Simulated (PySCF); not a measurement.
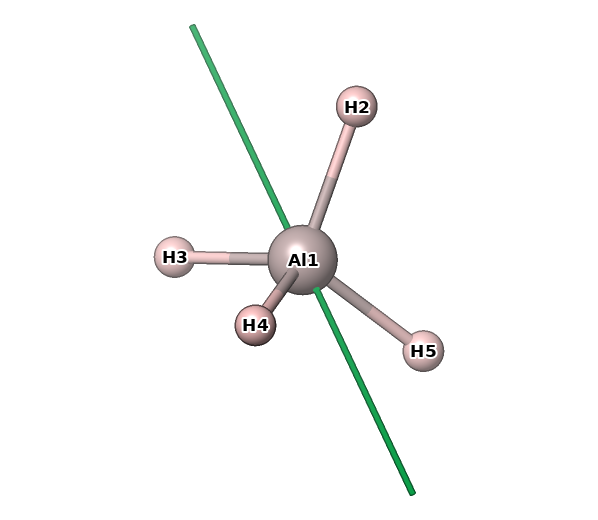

A line through the centre of mass is drawn in. Atoms fade into the background with distance from the viewer. The species has charge −1 and is a spin singlet. Computed geometry: PBE0-D3(BJ)/def2-SVP optimisation. No frequency run is at hand to confirm it as a minimum.

Is the line a proper rotation axis of the structure, and of what order?

Yes, a C2 axis. A turn by 180° leaves Al1 in place and moves H2 ↔ H3; H4 ↔ H5. The point group is Td.
